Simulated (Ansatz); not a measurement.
## Work function of Re(0001): what the settings cost and change

How thick a slab and how much vacuum does the work function of Re(0001) need?

Method: plane-wave DFT, PBE, Ansatz PAW, in Ansatz 0.2.0.

**Measured values to reproduce.**

For Re (clean (0001) face, a compiled value), “Anisotropic work function of elemental crystals” (2019, arxiv:1902.07811) quotes earlier work: work function (clean (0001) face, a compiled value) 5.15 eV.

### 1. The structure

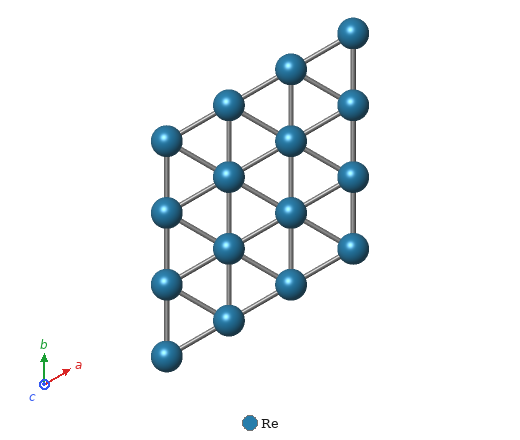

Start, viewed from above; rhenium blue. 4×4×1 cells are drawn.

The cell holds 1 atom: 1 Re. Cell: a = 2.760 Å, b = 2.760 Å, c = 18.000 Å, α = 90.0°, β = 90.0°, γ = 60.0°. Vacuum lies along c.

### 2. Run, setting 1 layer

A work function rests on the faint tail of the density, so the SCF threshold is tight. The slab grows from one layer, at fixed mesh and 18 Å of vacuum; then the vacuum is varied on one slab.

input.yaml

```yaml
crystal:
  lattice:
    - [2.76, 0.0, 0.0]
    - [1.38, 2.3902301144, 0.0]
    - [0.0, 0.0, 18.0]
  atoms:
    - { symbol: Re, position: [0.6666666667, 0.6666666667, 0.5] }
kpoints:
  mp_grid: { grid: [17, 17, 1] }
hamiltonian:
  xc: pbe
scf:
  occupations: { method: fermi_dirac, width: 0.1 }
  convergence: { dr2_threshold: 1.0e-09 }
efield:
  axis: 3
  dipole_correction: true
  ramp_position: 0.97
  ramp_width: 0.06
output:
  write_potential: true
  write_density: true
  volumetric_format: npy
  elf: true
```

The run is started by

```
$ ansatz run input.yaml --threads 2 --pin off --max-ram 3072MiB --backend cpu --events-out ev --progress --plain --runs-dir out
```

Numbers of over 12 decimals in the logs are rounded to 6 here.

The log of the run:

```text
Engine: ansatz 0.2.0, aarch64-unknown-linux-gnu
Pseudopotentials: kind: paw
Pseudopotential: Re, paw, valence charge 15, recommended cutoff 420 eV (normal), Re.paw.azcp
Functional definition: PBE
  parameter kappa = 0.804
  parameter beta = 0.066725
  exchange = pbe_x(kappa = kappa, mu = beta*pi^2/3)
  correlation = pbe_c(beta = beta)
Crystal: 1 atoms, lattice volume = 118.747 Å³
Basis set: ecut = 420 eV, 2311 PW (Γ)
Bands: 12, of which v1, the nominal top of the filled ones, is band 8 counted from 1 (7 counted from 0)
Symmetry: 12 space group operations
k-points: 33 of 289
Non-local potential: Re, projectors of the file, l = 0: 3, l = 1: 2, l = 2: 2, l = 3: 1
PAW form: soft (Blöchl's): semilocal exchange-correlation on the pseudo side does not see the compensation charge
PAW one-centre angular grid: Re, 590 points (default); XC on 64 Gauss nodes
Initial density: superposition of atomic densities (neutral atoms: chi_scale 0, normalization atom), corrected by the library's trained network
Initial wavefunctions: pseudopotential atomic-orbital guess
Functional: x = pbe(κ = 0.804, μ = 0.219515), c = pbe(β = 0.066725)
SCF iter   1: F=—  HF=-10865.164638 eV  |F-HF|=—  |Δ(HF+E_count)|=         —  Δρ=2.00e-3  dr2=3.19e-3  ethr=1.77e-3  p=0.000 e·Å  D=4.85e-16 V/Å  ΔV_dip=-0.00 eV  dr2_dipole=1.40e-12  V_vac-E_F(+/−)=5.77/5.77 eV  ⟨swp⟩=6.3  Hψ=2469  notcnv=0
efield: sawtooth ramp at fractional position 0.9700 (set: `efield.ramp_position`, or a place that a band, a saddle search or an elastic batch's reference lends), width 0.0600; the density the first Hamiltonian is built on has a dipole p = 0.000 e·Å; the dipole correction subtracts the counter field D = 4.85e-16 V/Å, which shifts the + side's vacuum level by -0.00 eV against the − side's; the planar-averaged density in the ramp window peaks in size at 1.1e-5 e/Å³
preconditioner: auto → LDOS  [metal: Δε(μ)=0.078 eV  Ē_g=6.327 eV  σ=0.100 eV  W_gap=0.19  n_scr=10 (ndim 8)  ℏωp=9.0 eV  f_vac=0.733  D(μ)=2.35/eV (n_scr^D=10)  β→1.0]
SCF iter   2: F=—  HF=-10865.171583 eV  |F-HF|=—  |Δ(HF+E_count)|=   6.95e-3  Δρ=1.24e-3  dr2=2.78e-3  ethr=2.13e-5  p=-0.000 e·Å  D=-6.10e-7 V/Å  ΔV_dip=0.00 eV  dr2_dipole=1.17e-14  V_vac-E_F(+/−)=5.60/5.60 eV  ⟨swp⟩=3.1  Hψ=1137  notcnv=0
SCF iter   3: F=—  HF=-10865.170885 eV  |F-HF|=—  |Δ(HF+E_count)|=   6.98e-4  Δρ=4.00e-4  dr2=1.93e-4  ethr=1.86e-5  p=-0.000 e·Å  D=-4.50e-7 V/Å  ΔV_dip=0.00 eV  dr2_dipole=4.39e-13  V_vac-E_F(+/−)=5.65/5.65 eV  ⟨swp⟩=2.8  Hψ=620  notcnv=0
SCF iter   4: F=—  HF=-10865.170946 eV  |F-HF|=—  |Δ(HF+E_count)|=   6.10e-5  Δρ=7.85e-5  dr2=2.27e-5  ethr=1.29e-6  p=-0.000 e·Å  D=-1.18e-7 V/Å  ΔV_dip=0.00 eV  dr2_dipole=1.11e-13  V_vac-E_F(+/−)=5.67/5.67 eV  ⟨swp⟩=2.3  Hψ=571  notcnv=0
SCF iter   5: F=—  HF=-10865.170948 eV  |F-HF|=—  |Δ(HF+E_count)|=   1.80e-6  Δρ=3.46e-5  dr2=1.68e-6  ethr=1.51e-7  p=0.000 e·Å  D=1.31e-8 V/Å  ΔV_dip=-0.00 eV  dr2_dipole=3.19e-14  V_vac-E_F(+/−)=5.68/5.68 eV  ⟨swp⟩=2.4  Hψ=527  notcnv=0
SCF iter   6: F=—  HF=-10865.170948 eV  |F-HF|=—  |Δ(HF+E_count)|=   2.66e-7  Δρ=4.39e-6  dr2=2.82e-8  ethr=1.12e-8  p=0.000 e·Å  D=7.81e-9 V/Å  ΔV_dip=-0.00 eV  dr2_dipole=2.89e-17  V_vac-E_F(+/−)=5.69/5.69 eV  ⟨swp⟩=2.5  Hψ=611  notcnv=0
SCF iter   7: F=—  HF=-10865.170948 eV  |F-HF|=—  |Δ(HF+E_count)|=   6.98e-8  Δρ=1.01e-6  dr2=1.36e-9  ethr=1.88e-10  p=0.000 e·Å  D=7.10e-9 V/Å  ΔV_dip=-0.00 eV  dr2_dipole=1.09e-15  V_vac-E_F(+/−)=5.69/5.69 eV  ⟨swp⟩=2.5  Hψ=614  notcnv=0
SCF iter   8: F=-10865.170948 eV  HF=-10865.170948 eV  |F-HF|=6.18e-11  |Δ(HF+E_count)|=   2.22e-9  Δρ=1.46e-7  dr2=1.63e-11  ethr=6.67e-12  p=-0.000 e·Å  D=-5.44e-10 V/Å  ΔV_dip=0.00 eV  dr2_dipole=8.82e-16  V_vac-E_F(+/−)=5.69/5.69 eV  ⟨swp⟩=5.2  Hψ=1311  notcnv=0
SCF 1 converged in 8 iterations: F = -10865.170948 eV  dr2 = 1.63e-11
  greatest PAW one-centre occupation: 1.000 electrons in one spin orbital (limit 2), on the Re atom at site 0 (counted from 0), in its partial waves of l = 0
WARN: The output density's exchange-correlation potential varies sharply where the density is thin. Do not read a vacuum level from v_tot or v_xc, or from such a field of the output density. On a cell that repeats whose density bears no net charge and no dipole along the vacuum's axis use v_es (v_loc + v_h of the components); under efield.dipole_correction with no amplitude use v_es + v_field, which holds any externa [...]
SCF converged after 8 iterations
Free energy (F): -10865.170948 eV
Harris-Foulkes:  -10865.170948 eV  (|F-HF|=6.18e-11)
Internal energy: -10865.094122 eV  (E = F + TS)
E sigma→0 (E₀):  -10865.132535 eV
Entropy (-TS):   -0.076826 eV (-76.826 meV/atom)
Fermi energy:    -1.869748 eV
Dipole field:    D = 0.000000 V/Å  (p = 0.000000 e·Å, saw-weighted, corrected)
Work function:   Φ+ = 5.6854 eV   Φ− = 5.6855 eV
Levels:          The Fermi level and band energies are counted from a zero that moves with the ramp; work functions are not
--- Per-component energies (eV) ---
  E_band       = -453.780672
  E_kinetic    = 529.850640
  E_local      = -8494.511352  (includes V_loc(G=0)·N_el)
  E_nonlocal   = 51.776872
  E_hartree    = 3949.550022
  E_xc         = -398.071833
  E_vxc        = -296.263785  (∫ρ·V_xc dr)
  E_paw        = -8659.327975  (= ΣΔE_a)
  E_vpaw       = -143.733108  (= ΣTr[D̂ρ^β])
  E_aug_tail   = -0.000077  (compensation charges beyond the density's cutoff)
  E_efield     = 0.000000  (sawtooth field / dipole correction)
  E_vefield    = 0.000000  (∫n·V_field dr)
  E_ewald      = 2155.639580
  E_smearing   = -0.076826  (= −TS)
  E_closure    = -0.000000  (closes the sum)
  Σ components = -10865.170948   (vs F -10865.170948, Δ=0.00e0)
--- Band table (eV; the first three rows and the last of 33) ---
  k-point 0: bands = [... 4 lower, -8.6590, -3.6464, -2.7661, -2.7661, -1.0683, 0.2643, 0.2643, 3.3783]
  k-point 1: bands = [... 4 lower, -8.5018, -3.5902, -2.8790, -2.6420, -1.3642, 0.2272, 0.5220, 3.4650]
  k-point 2: bands = [... 4 lower, -8.0500, -3.4363, -3.1547, -2.2753, -1.9534, 0.1222, 1.0301, 3.7248]
  k-point 32: bands = [... 4 lower, -3.8620, -3.5854, -3.0338, -3.0067, -1.3328, 5.3478, 6.8275, 7.7879]
```

Elapsed: 3.1 s, on 2 threads of Arm Neoverse V2, shared host; peak memory 0.37 GiB.

This step gave:

```
energy at zero smearing   : -10865.1325 eV
work function, upper face : 5.685 eV
```

Running mean over 2.2287 Å of the planar mean; the ramp of the sawtooth is left out. Table of electron's electrostatic potential energy less the Fermi level by z:

```
z (Å)  electron's electrostatic potential energy less the Fermi level (eV)
    3                                                                 5.69
    4                                                                 5.69
    5                                                                 5.68
    6                                                                 5.58
    7                                                                 4.15
    8                                                                -5.89
    9                                                                -12.8
   10                                                                -5.89
   11                                                                 4.15
   12                                                                 5.58
   13                                                                 5.68
   14                                                                 5.69
   15                                                                 5.69
```

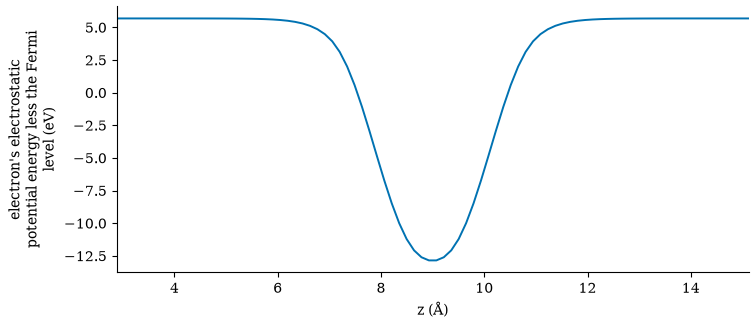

Electron's electrostatic potential energy less the Fermi level against z.

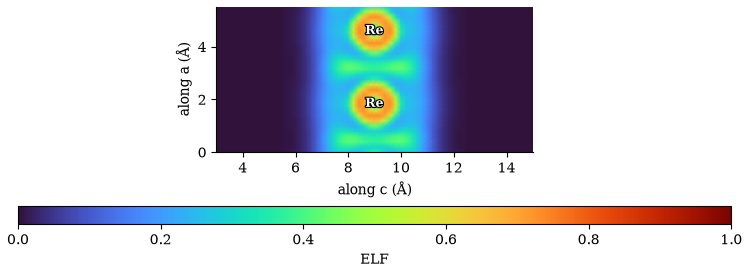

ELF in the ca plane at fractional y = 0.667, with atoms of Re within 0.2 Å of it. It is the smooth field of the valence electrons, not physical close to the nuclei. The far vacuum is left out of the map.

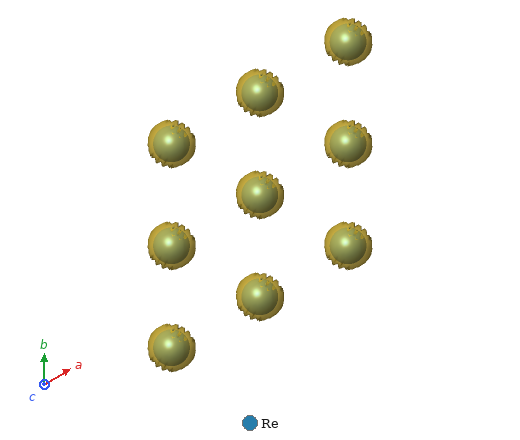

Surface of ELF = 0.66. 3×3×1 cells are drawn.

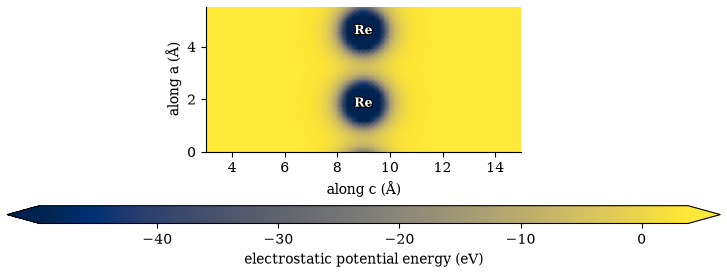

Electrostatic potential energy in the ca plane at fractional y = 0.667, with atoms of Re within 0.2 Å of it. With pseudopotentials it is smooth inside the atoms' cores, unlike the true potential. The far vacuum is left out of the map.

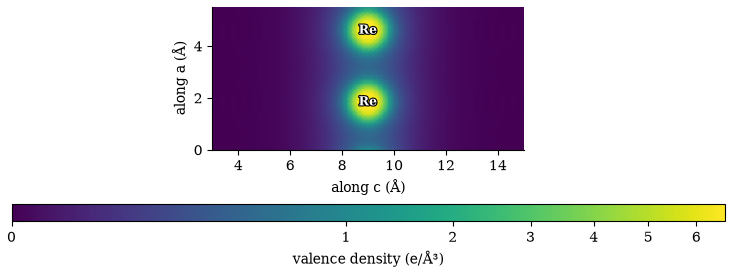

Valence density in the ca plane at fractional y = 0.667, with atoms of Re within 0.2 Å of it. It is the smooth field of the valence electrons, not physical close to the nuclei. The colour scale is stretched toward low values. The far vacuum is left out of the map.

The work function is 5.685 eV.

### 3. Slab, 2 atoms

System of this step: Re(0001). The cell holds 2 atoms: 2 Re. Cell: a = 2.760 Å, b = 2.760 Å, c = 20.229 Å, α = 90.0°, β = 90.0°, γ = 60.0°. Vacuum lies along c.

input.yaml, the sections that differ from step 2:

```yaml
crystal:
  lattice:
    - [2.76, 0.0, 0.0]
    - [1.38, 2.3902301144, 0.0]
    - [0.0, 0.0, 20.2287]
  atoms:
    - { symbol: Re, position: [0.6666666667, 0.6666666667, 0.4449124264] }
    - { symbol: Re, position: [0.0, 0.0, 0.5550875736] }
output:
  write_potential: true
  write_density: true
  volumetric_format: npy
# kpoints, hamiltonian, scf, efield: as in step 2
```

The log of the run:

```text
[...]
Crystal: 2 atoms, lattice volume = 133.449 Å³
Basis set: ecut = 420 eV, 2605 PW (Γ)
Bands: 19, of which v1, the nominal top of the filled ones, is band 15 counted from 1 (14 counted from 0)
Symmetry: 6 space group operations
k-points: 33 of 289 (time reversal used)
[...]
k-point 0: bands = [... 11 lower, 0.1457, 0.1457, 0.1568, 0.4334, 0.4334, 1.9685, 2.9233, 2.9233]
  k-point 1: bands = [... 11 lower, -0.0917, 0.0298, 0.2647, 0.5400, 0.5450, 1.7425, 2.8642, 2.8858]
  k-point 2: bands = [... 11 lower, -0.5517, -0.1884, 0.5944, 0.6051, 0.8458, 1.3116, 2.7343, 2.8843]
  k-point 32: bands = [... 11 lower, -0.5239, -0.1421, -0.0150, 0.2472, 2.5596, 3.5571, 3.7618, 8.6193]
[key lines of the parts left out:]
SCF converged after 9 iterations
Free energy (F): -21733.860721 eV
Fermi energy:    1.381560 eV
Dipole field:    D = 0.000006 V/Å  (p = 0.000005 e·Å, saw-weighted, corrected)
Work function:   Φ+ = 5.1388 eV   Φ− = 5.1390 eV
```

Wall time 5 s (2 threads); peak memory 0.37 GiB.

The work function is 5.139 eV, -0.547 eV from the run “1 layer”, at 1.7 times its CPU time.

### 4. Run, 3 atoms

System of this step: Re(0001). The cell holds 3 atoms: 3 Re. Its edges and angles: a = 2.760 Å, b = 2.760 Å, c = 22.457 Å, α = 90.0°, β = 90.0°, γ = 60.0°. Vacuum lies along c.

input.yaml, the sections that differ from step 3:

```yaml
crystal:
  lattice:
    - [2.76, 0.0, 0.0]
    - [1.38, 2.3902301144, 0.0]
    - [0.0, 0.0, 22.4574]
  atoms:
    - { symbol: Re, position: [0.0, 0.0, 0.4007587699] }
    - { symbol: Re, position: [0.6666666667, 0.6666666667, 0.5] }
    - { symbol: Re, position: [0.0, 0.0, 0.5992412301] }
# kpoints, hamiltonian, scf, efield, output: as in step 3
```

The log of the run:

```text
[...]
Crystal: 3 atoms, lattice volume = 148.152 Å³
Basis set: ecut = 420 eV, 2901 PW (Γ)
Bands: 27, of which v1, the nominal top of the filled ones, is band 23 counted from 1 (22 counted from 0)
Symmetry: 6 space group operations
k-points: 33 of 289 (time reversal used)
[...]
--- Band table (eV; the first three rows and the last of 33) ---
  k-point 0: bands = [... 19 lower, 2.2950, 2.2950, 2.7762, 2.7762, 2.9110, 4.1610, 4.6034, 4.6034]
  k-point 1: bands = [... 19 lower, 2.2338, 2.3911, 2.5931, 2.8968, 3.0289, 3.8155, 4.5354, 4.5966]
  k-point 2: bands = [... 19 lower, 2.4118, 2.4882, 2.6463, 3.0657, 3.1447, 3.2520, 4.3937, 4.5832]
  k-point 32: bands = [... 19 lower, 1.9987, 2.2074, 2.3385, 3.6350, 5.4681, 5.5454, 5.9456, 6.9298]
[key lines of the parts left out:]
SCF converged after 9 iterations
Free energy (F): -32601.899800 eV
Fermi energy:    3.698565 eV
Dipole field:    D = -0.000000 V/Å  (p = -0.000000 e·Å, saw-weighted, corrected)
Work function:   Φ+ = 5.1078 eV   Φ− = 5.1078 eV
```

Elapsed: 8.2 s, on 2 threads; peak memory 0.42 GiB; 16 s of CPU time.

The work function is 5.108 eV, -0.031 eV from the run “2 layers”, at 1.6 times its CPU time.

### 5. Slab, 4 atoms

System of this step: Re(0001). The cell holds 4 atoms: 4 Re. Cell: a = 2.760 Å, b = 2.760 Å, c = 24.686 Å, α = 90.0°, β = 90.0°, γ = 60.0°. Vacuum lies along c.

input.yaml, the sections that differ from step 4:

```yaml
crystal:
  lattice:
    - [2.76, 0.0, 0.0]
    - [1.38, 2.3902301144, 0.0]
    - [0.0, 0.0, 24.6861]
  atoms:
    - { symbol: Re, position: [0.6666666667, 0.6666666667, 0.3645776368] }
    - { symbol: Re, position: [0.0, 0.0, 0.4548592123] }
    - { symbol: Re, position: [0.6666666667, 0.6666666667, 0.5451407877] }
    - { symbol: Re, position: [0.0, 0.0, 0.6354223632] }
# kpoints, hamiltonian, scf, efield, output: as in step 4
```

The log of the run:

```text
[...]
Crystal: 4 atoms, lattice volume = 162.855 Å³
Basis set: ecut = 420 eV, 3161 PW (Γ)
Bands: 36, of which v1, the nominal top of the filled ones, is band 30 counted from 1 (29 counted from 0)
Symmetry: 6 space group operations
k-points: 33 of 289 (time reversal used)
[...]
k-point 0: bands = [... 26 lower, 3.9575, 4.4353, 4.4353, 4.6640, 4.6640, 5.1434, 6.0675, 6.2954, ... 2 higher]
  k-point 1: bands = [... 26 lower, 4.0621, 4.4108, 4.4716, 4.5471, 4.7777, 5.1559, 5.7213, 6.2213, ... 2 higher]
  k-point 2: bands = [... 26 lower, 4.2580, 4.3517, 4.3607, 4.8636, 4.9814, 5.1037, 5.1627, 6.0755, ... 2 higher]
  k-point 32: bands = [... 26 lower, 3.9127, 4.1714, 4.1957, 5.4113, 6.0797, 7.6558, 7.6625, 7.8944, ... 2 higher]
[key lines of the parts left out:]
SCF converged after 9 iterations
Free energy (F): -43470.053197 eV
Fermi energy:    5.548776 eV
Dipole field:    D = 0.000002 V/Å  (p = 0.000002 e·Å, saw-weighted, corrected)
Work function:   Φ+ = 5.0499 eV   Φ− = 5.0500 eV
```

Wall time 12 s (2 threads); peak memory 0.47 GiB; 23 s of CPU time.

The work function is 5.050 eV, -0.058 eV from the run “3 layers”, at 1.5 times its CPU time.

### 6. Run, 5 atoms

System of this step: Re(0001). The cell holds 5 atoms: 5 Re. Its edges and angles: a = 2.760 Å, b = 2.760 Å, c = 26.915 Å, α = 90.0°, β = 90.0°, γ = 60.0°. Vacuum lies along c.

input.yaml, the sections that differ from step 5:

```yaml
crystal:
  lattice:
    - [2.76, 0.0, 0.0]
    - [1.38, 2.3902301144, 0.0]
    - [0.0, 0.0, 26.9148]
  atoms:
    - { symbol: Re, position: [0.0, 0.0, 0.3343885149] }
    - { symbol: Re, position: [0.6666666667, 0.6666666667, 0.4171942574] }
    - { symbol: Re, position: [0.0, 0.0, 0.5] }
    - { symbol: Re, position: [0.6666666667, 0.6666666667, 0.5828057426] }
    - { symbol: Re, position: [0.0, 0.0, 0.6656114851] }
# kpoints, hamiltonian, scf, efield, output: as in step 5
```

The log of the run:

```text
[...]
Crystal: 5 atoms, lattice volume = 177.558 Å³
Basis set: ecut = 420 eV, 3455 PW (Γ)
Bands: 45, of which v1, the nominal top of the filled ones, is band 38 counted from 1 (37 counted from 0)
Symmetry: 6 space group operations
k-points: 33 of 289 (time reversal used)
[...]
k-point 0: bands = [... 34 lower, 5.6637, 5.9659, 5.9659, 6.2234, 6.2234, 6.8881, 7.5921, 7.6494, ... 3 higher]
  k-point 1: bands = [... 34 lower, 5.7772, 6.0428, 6.0688, 6.0822, 6.3428, 6.8286, 7.1757, 7.5690, ... 3 higher]
  k-point 2: bands = [... 34 lower, 5.9965, 6.0643, 6.1126, 6.3398, 6.4531, 6.6544, 6.6932, 7.4084, ... 3 higher]
  k-point 32: bands = [... 34 lower, 5.6844, 5.7051, 6.9200, 7.0789, 8.1204, 9.1242, 9.1901, 9.6953, ... 3 higher]
[key lines of the parts left out:]
SCF converged after 9 iterations
Free energy (F): -54338.136003 eV
Fermi energy:    7.100277 eV
Dipole field:    D = -0.000001 V/Å  (p = -0.000001 e·Å, saw-weighted, corrected)
Work function:   Φ+ = 5.0426 eV   Φ− = 5.0425 eV
```

The job ended after 16 s (2 threads; peak memory 0.53 GiB; 31 s of CPU time).

The work function is 5.043 eV, -0.007 eV from the run “4 layers”, at 1.3 times its CPU time.

### 7. Run, 6 atoms

System of this step: Re(0001). The cell holds 6 atoms: 6 Re. Its edges and angles: a = 2.760 Å, b = 2.760 Å, c = 29.143 Å, α = 90.0°, β = 90.0°, γ = 60.0°. Vacuum lies along c.

input.yaml, the sections that differ from step 6:

```yaml
crystal:
  lattice:
    - [2.76, 0.0, 0.0]
    - [1.38, 2.3902301144, 0.0]
    - [0.0, 0.0, 29.1435]
  atoms:
    - { symbol: Re, position: [0.6666666667, 0.6666666667, 0.3088167173] }
    - { symbol: Re, position: [0.0, 0.0, 0.3852900304] }
    - { symbol: Re, position: [0.6666666667, 0.6666666667, 0.4617633435] }
    - { symbol: Re, position: [0.0, 0.0, 0.5382366565] }
    - { symbol: Re, position: [0.6666666667, 0.6666666667, 0.6147099696] }
    - { symbol: Re, position: [0.0, 0.0, 0.6911832827] }
# kpoints, hamiltonian, scf, efield, output: as in step 6
```

The log of the run:

```text
[...]
Crystal: 6 atoms, lattice volume = 192.261 Å³
Basis set: ecut = 420 eV, 3751 PW (Γ)
Bands: 54, of which v1, the nominal top of the filled ones, is band 45 counted from 1 (44 counted from 0)
Symmetry: 6 space group operations
k-points: 33 of 289 (time reversal used)
[...]
k-point 0: bands = [... 41 lower, 7.0652, 7.2073, 7.3567, 7.3567, 7.5440, 7.5440, 8.3474, 8.8729, ... 5 higher]
  k-point 1: bands = [... 41 lower, 7.0875, 7.1704, 7.3877, 7.4675, 7.5192, 7.6617, 8.2239, 8.4831, ... 5 higher]
  k-point 2: bands = [... 41 lower, 7.2457, 7.2640, 7.4603, 7.5226, 7.7680, 7.7761, 7.9718, 8.0015, ... 5 higher]
  k-point 32: bands = [... 41 lower, 7.0018, 7.0034, 8.2457, 8.2459, 8.7331, 9.8631, 10.4686, 10.4714, ... 5 higher]
[key lines of the parts left out:]
SCF converged after 10 iterations
Free energy (F): -65206.192165 eV
Fermi energy:    8.394549 eV
Dipole field:    D = -0.000001 V/Å  (p = -0.000001 e·Å, saw-weighted, corrected)
Work function:   Φ+ = 5.0308 eV   Φ− = 5.0308 eV
```

Elapsed: 20 s, on 2 threads; peak memory 0.62 GiB.

The work function is 5.031 eV, -0.012 eV from the run “5 layers”, at 1.3 times its CPU time.

(Part 1 of 2 ends here.)

[Logs are printed without paths, hosts, clocks, repeated set-up lines and the standing remarks that a program may print on its own settings, such as how far it seeks lower states.]

[Hosts, paths, dates, database ids (printed as entryN), source tags and the programs' standing remarks are cut or masked in the printed files.]

[Maps of the electrostatic potential energy from Ansatz leave out the sawtooth potential of an applied field or a dipole correction, so their vacuum need not be flat; planar profiles and work functions include it.]
